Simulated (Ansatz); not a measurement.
# Zn2As2Pb (built on the sites of a database entry of CaCd2As2): from the cell to its phonons

Wanted: phonon frequencies of Zn2As2Pb (built on the sites of a database entry of CaCd2As2) and what follows from them.

Calculated with Ansatz 0.2.0; DFT r2SCAN, scalar-relativistic, plane waves, PAW.

The structure was built from a prototype and need not be the compound's stable phase.

## Step 1: Starting point

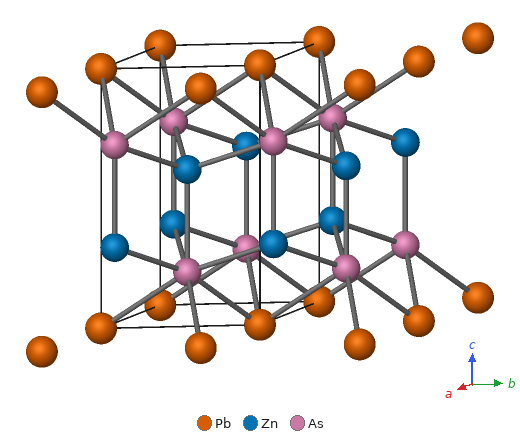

Start, viewed slightly off an axis; lead orange, zinc blue, arsenic pink. 2×2×1 cells are drawn. Bonds to atoms that aren't drawn are left out. Some periodic images of atoms are drawn too.

## Step 2: Rough relaxation

The start is far from rest, so a relaxation with loose tolerances brings it close first.

File input.yaml:

```yaml
crystal:
  lattice:
    - [3.96754, 0.0, 0.0]
    - [-1.98377, 3.43599, 0.0]
    - [0.0, 0.0, 6.49119]
  atoms:
    - { symbol: Pb, position: [0.0, 0.0, 0.0] }
    - { symbol: Zn, position: [0.3333333333, 0.6666666667, 0.6331] }
    - { symbol: Zn, position: [0.6666666667, 0.3333333333, 0.3669] }
    - { symbol: As, position: [0.3333333333, 0.6666666667, 0.2382] }
    - { symbol: As, position: [0.6666666667, 0.3333333333, 0.7618] }
kpoints:
  mp_grid: { grid: [6, 6, 4] }
hamiltonian:
  xc: r2scan
scf:
  occupations: { method: gaussian, width: 0.1 }
output:
  forces: true
  stress: true
  eigenvalues: true
relax:
  adjacent_minimum: "off"
  f_tol: 0.05
  max_steps: 80
  cell: { stress_tol: 0.5 }
```

The run is started by

```bash
$ ansatz run input.yaml --threads 8 --pin off --max-ram 14336MiB --backend cpu --events-out ev --progress --plain --runs-dir out
```

Numbers of over 12 decimals in the logs are rounded to 6 here.

The log of the run:

```text
The last accepted step is kept in <dir> (removed where the run ends without a failure and the disk answers)
Engine: ansatz 0.2.0, aarch64-unknown-linux-gnu
Pseudopotentials: kind: paw
Pseudopotential: Pb, paw, valence charge 14, recommended cutoff 500 eV (meta_gga), Pb.paw.azcp
Pseudopotential: Zn, paw, valence charge 12, recommended cutoff 500 eV (meta_gga), Zn.paw.azcp
[...]
cell:  # Å, volume = 110.6978 Å³
    - [4.204658, 0, 8.829989977166807e-17]
    - [-2.102329, 3.641341, -4.414994988583404e-17]
    - [1.444652006805613e-16, 0, 7.230142]
  atoms:
    - { symbol: Pb, position: [0, 0, 1.0689710059183646e-19] }
    - { symbol: Zn, position: [0.333333, 0.666667, 0.629955] }
    - { symbol: Zn, position: [0.666667, 0.333333, 0.370045] }
    - { symbol: As, position: [0.333333, 0.666667, 0.269095] }
    - { symbol: As, position: [0.666667, 0.333333, 0.730905] }
[key lines of the parts left out:]
SCF converged after 5 iterations
Free energy (F): -28302.352959 eV
Fermi energy:    9.779706 eV
P = ⅓ Tr σ = -0.0052 GPa (-0.052 kbar)
```

The job ended after 17 s (8 threads of Arm Neoverse V1, shared host; peak memory 0.93 GiB; 2.1 min of CPU time).

Relaxation path:

```
step  energy less that of the first step (eV)  largest force component (eV/Å)  pressure (GPa)  volume (Å³)
   1                                   0.0000                          1.6506           23.23        88.49
   2                                  -1.3239                          0.2429            7.77       100.16
   3                                  -1.5569                          0.1598            2.19       106.95
   4                                  -1.5840                          0.0426            0.40       109.87
  5*                                  -1.5914                          0.0429            0.45       109.87
   6                                  -1.5928                          0.0028           -0.01       110.70
  7*                                  -1.5929                          0.0026           -0.01       110.70
```

Relaxation steps marked * repeat the geometry before them on a plane-wave basis chosen anew for their cell, so energy and pressure can jump there.

Forces are held to the 12 operations that the run works with; a distortion that breaks them can't arise in this run.

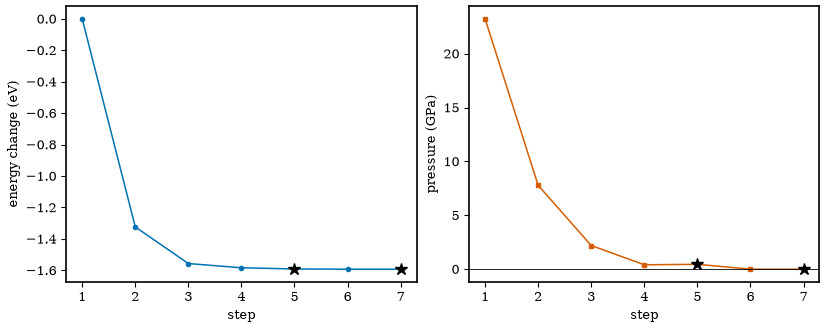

Energy and pressure along the relaxation. Stars mark steps on a basis chosen anew.

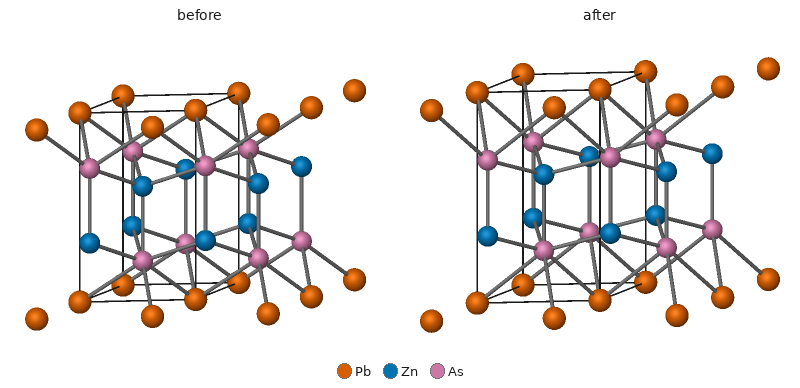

Before and after, at one scale. Bonds to atoms that aren't drawn are left out.

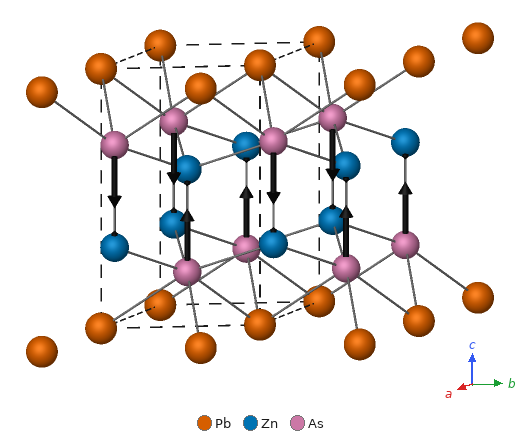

Displacements in the relaxation, exaggerated, measured against the changing cell; the longest in the cell stands for 0.22 Å. Bonds to atoms that aren't drawn are left out. 2×2×1 cells are drawn. Some periodic images of atoms are drawn too.

```
conventional cell, symmetrised  before  after   change
                         a (Å)   3.968  4.205   +6.0 %
                         b (Å)   3.968  4.205   +6.0 %
                         c (Å)   6.491  7.230  +11.4 %
              volume (Å³/atom)   17.70  22.14  +25.1 %
```

The atoms that moved most (Å, as changes of fractional coordinates times the final cell):

```
atom     dx     dy      dz  length
 As4  0.000  0.000   0.223   0.223
 As5  0.000  0.000  -0.223   0.223
 Zn2  0.000  0.000  -0.023   0.023
 Zn3  0.000  0.000   0.023   0.023
```

Final coordinates:

```cif
data_structure
_symmetry_space_group_name_H-M 'P 1'
_symmetry_Int_Tables_number 1
_cell_length_a 4.2047
_cell_length_b 4.2047
_cell_length_c 7.2301
_cell_angle_alpha 90.000
_cell_angle_beta 90.000
_cell_angle_gamma 120.000
_cell_volume 110.70
loop_
_atom_site_label
_atom_site_type_symbol
_atom_site_fract_x
_atom_site_fract_y
_atom_site_fract_z
_atom_site_occupancy
Pb1 Pb 0.00000 0.00000 0.00000 1
Zn2 Zn 0.33333 0.66667 0.62996 1
Zn3 Zn 0.66667 0.33333 0.37004 1
As4 As 0.33333 0.66667 0.26910 1
As5 As 0.66667 0.33333 0.73090 1
```

This step gave:

```yaml
pressure: -0.005202 GPa
volume_per_atom: 22.14 Å³
gap_on_the_k_mesh: 0 eV
```

In this step the volume went from 17.70 to 22.14 Å³/atom.

## Step 3: Relaxation

The cell and atoms are relaxed, since residual forces and stress would shift the frequencies.

File input.yaml:

```yaml
crystal:
  lattice:
    - [4.2046580724, 0.0, 0.0]
    - [-2.1023290362, 3.6413407049, 0.0]
    - [0.0, 0.0, 7.2301423048]
  atoms:
    - { symbol: Pb, position: [0.0, 0.0, 0.0] }
    - { symbol: Zn, position: [0.3333333333, 0.6666666667, 0.6299550298] }
    - { symbol: Zn, position: [0.6666666667, 0.3333333333, 0.3700449702] }
    - { symbol: As, position: [0.3333333333, 0.6666666667, 0.2690953497] }
    - { symbol: As, position: [0.6666666667, 0.3333333333, 0.7309046503] }
kpoints:
  mp_grid: { grid: [12, 12, 6] }
hamiltonian:
  xc: r2scan
scf:
  occupations: { method: gaussian, width: 0.1 }
output:
  forces: true
  stress: true
  eigenvalues: true
relax:
  adjacent_minimum: "off"
  f_tol: 0.005
  max_steps: 80
  cell: { stress_tol: 0.05 }
```

The log of the run:

```text
[...]
Crystal: 5 atoms, lattice volume = 110.698 Å³
Basis set: ecut = 500 eV, 2853 PW (Γ), exchange–correlation on 128×128×216 points (64 copies of the dense FFT grid, shifted against one another)
Bands: 41, of which v1, the nominal top of the filled ones, is band 34 counted from 1 (33 counted from 0)
Symmetry: 12 space group operations
[...]
k-points: 100 of 864
[...]
cell:  # Å, volume = 110.7338 Å³
    - [4.201374, 0, 5.977323867755598e-19]
    - [-2.100687, 3.638497, -2.988661933877799e-19]
    - [1.0278339266059587e-18, 0, 7.243806]
  atoms:
    - { symbol: Pb, position: [0, 0, 0] }
    - { symbol: Zn, position: [0.333333, 0.666667, 0.629192] }
    - { symbol: Zn, position: [0.666667, 0.333333, 0.370808] }
    - { symbol: As, position: [0.333333, 0.666667, 0.268686] }
    - { symbol: As, position: [0.666667, 0.333333, 0.731314] }
[key lines of the parts left out:]
SCF converged after 4 iterations
Free energy (F): -28302.357479 eV
Fermi energy:    9.923323 eV
P = ⅓ Tr σ = -0.0049 GPa (-0.049 kbar)
```

It took 34 s on 8 threads; peak memory 1.1 GiB.

The steps of the relaxation:

```
step  energy less that of the first step (eV)  largest force component (eV/Å)  pressure (GPa)  volume (Å³)
   1                                   0.0000                          0.0235            0.04       110.70
   2                                  -0.0002                          0.0059            0.02       110.70
   3                                  -0.0002                          0.0013            0.00       110.73
  4*                                  -0.0002                          0.0013            0.00       110.73
```

Relaxation steps marked * repeat the geometry before them on a plane-wave basis chosen anew for their cell, so energy and pressure can jump there.

Forces are held to the 12 operations that the run works with; a distortion that breaks them can't arise in this run.

```
conventional cell, symmetrised  before  after  change
                         a (Å)   4.205  4.201  -0.1 %
                         b (Å)   4.205  4.201  -0.1 %
                         c (Å)   7.230  7.244  +0.2 %
              volume (Å³/atom)   22.14  22.15  +0.0 %
```

The relaxed structure:

```cif
data_structure
_symmetry_space_group_name_H-M 'P 1'
_symmetry_Int_Tables_number 1
_cell_length_a 4.2014
_cell_length_b 4.2014
_cell_length_c 7.2438
_cell_angle_alpha 90.000
_cell_angle_beta 90.000
_cell_angle_gamma 120.000
_cell_volume 110.73
loop_
_atom_site_label
_atom_site_type_symbol
_atom_site_fract_x
_atom_site_fract_y
_atom_site_fract_z
_atom_site_occupancy
Pb1 Pb 0.00000 0.00000 0.00000 1
Zn2 Zn 0.33333 0.66667 0.62919 1
Zn3 Zn 0.66667 0.33333 0.37081 1
As4 As 0.33333 0.66667 0.26869 1
As5 As 0.66667 0.33333 0.73131 1
```

Numbers from this step:

- pressure: -0.004908 GPa
- volume per atom: 22.15 Å³

In this step the volume went from 22.14 to 22.15 Å³/atom.

## Step 4: Relaxing to small forces for the phonons

Phonons need a cell at rest on their own settings, so the relaxation is repeated with tight tolerances on forces and stress, using the mesh and the filling of the phonon run that follows.

File input.yaml:

```yaml
crystal:
  lattice:
    - [4.2013743534, 0.0, 0.0]
    - [-2.1006871767, 3.6384969208, 0.0]
    - [0.0, 0.0, 7.2438064223]
  atoms:
    - { symbol: Pb, position: [0.0, 0.0, 0.0] }
    - { symbol: Zn, position: [0.3333333333, 0.6666666667, 0.6291924573] }
    - { symbol: Zn, position: [0.6666666667, 0.3333333333, 0.3708075427] }
    - { symbol: As, position: [0.3333333333, 0.6666666667, 0.2686861344] }
    - { symbol: As, position: [0.6666666667, 0.3333333333, 0.7313138656] }
kpoints:
  mp_grid: { grid: [12, 12, 6] }
hamiltonian:
  xc: r2scan
scf:
  occupations: { method: methfessel_paxton, width: 0.2 }
output:
  forces: true
  stress: true
  eigenvalues: true
  write_density: true
  write_potential: true
  elf: true
  volumetric_format: npy
relax:
  adjacent_minimum: "off"
  f_tol: 0.001
  max_steps: 60
  cell: { stress_tol: 0.01 }
```

The log of the run:

```text
[...]
Crystal: 5 atoms, lattice volume = 110.734 Å³
Basis set: ecut = 500 eV, 2829 PW (Γ), exchange–correlation on 128×128×216 points (64 copies of the dense FFT grid, shifted against one another)
Bands: 41, of which v1, the nominal top of the filled ones, is band 34 counted from 1 (33 counted from 0)
Symmetry: 12 space group operations
[...]
k-points: 100 of 864
[...]
cell:  # Å, volume = 110.7235 Å³
    - [4.201877, 0, 0]
    - [-2.100939, 3.638932, 0]
    - [-1.7066230779598517e-19, 0, 7.241403]
  atoms:
    - { symbol: Pb, position: [0, 0, 0] }
    - { symbol: Zn, position: [0.333333, 0.666667, 0.629136] }
    - { symbol: Zn, position: [0.666667, 0.333333, 0.370864] }
    - { symbol: As, position: [0.333333, 0.666667, 0.268632] }
    - { symbol: As, position: [0.666667, 0.333333, 0.731368] }
[key lines of the parts left out:]
SCF converged after 7 iterations
Free energy (F): -28302.356523 eV
Fermi energy:    9.930876 eV
P = ⅓ Tr σ = -0.0026 GPa (-0.026 kbar)
```

Elapsed: 49 s, on 8 threads; peak memory 1.1 GiB; 6.3 min of CPU time.

Little changed from the start: no atom moved by 0.005 Å and no cell edge by 0.1 %.

Numbers from this step:

```yaml
pressure: -0.002567 GPa
volume_per_atom: 22.14 Å³
```

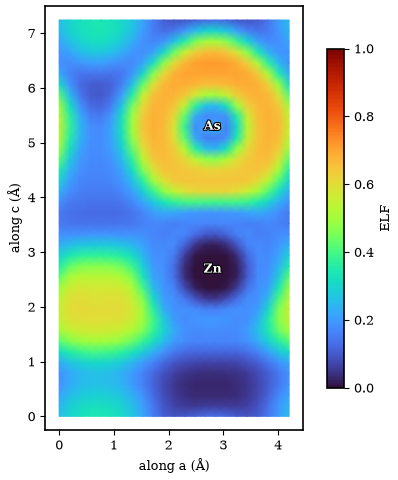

ELF in the ac plane at fractional y = 0.333, with atoms of Zn and As within 0.2 Å of it. It is the smooth field of the valence electrons, not physical close to the nuclei.

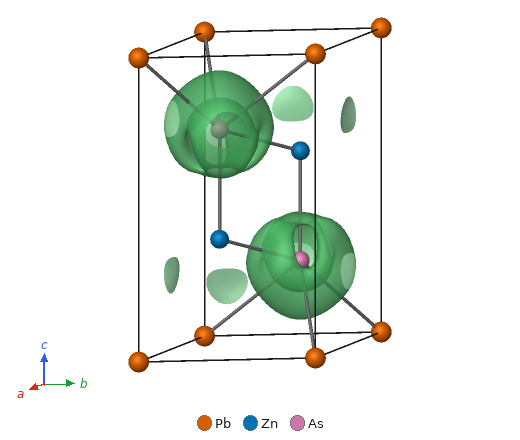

Surface of ELF = 0.64. Bonds to atoms that aren't drawn are left out.

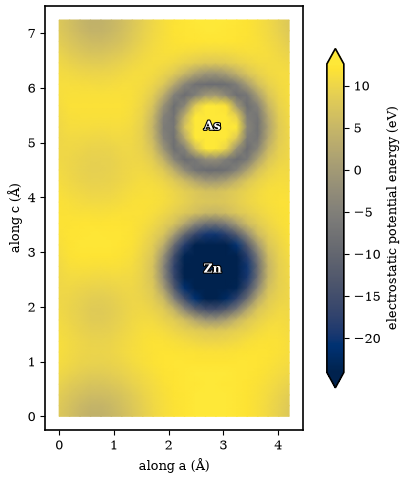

Electrostatic potential energy in the ac plane at fractional y = 0.333, with atoms of Zn and As within 0.2 Å of it. With pseudopotentials it is smooth inside the atoms' cores, unlike the true potential.

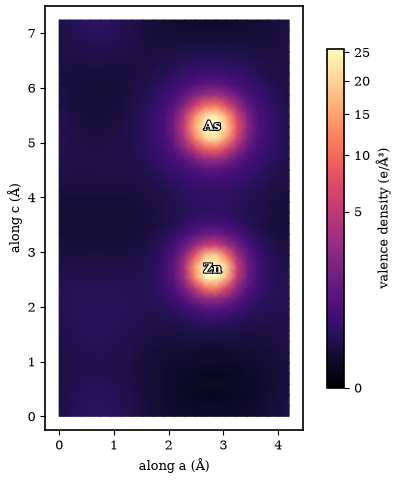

Valence density in the ac plane at fractional y = 0.333, with atoms of Zn and As within 0.2 Å of it. It is the smooth field of the valence electrons, not physical close to the nuclei. The colour scale is stretched toward low values.

The largest force component left is 0.29 meV/Å and the pressure is -0.003 GPa, within the tolerances set. The cell now holds 22.14 Å³/atom.

(Part 1 of 2 ends here.)

[Logs are printed without paths, hosts, clocks, repeated set-up lines and the standing remarks that a program may print on its own settings, such as how far it seeks lower states.]

[Hosts, paths, dates, database ids (printed as entryN), source tags and the programs' standing remarks are cut or masked in the printed files.]
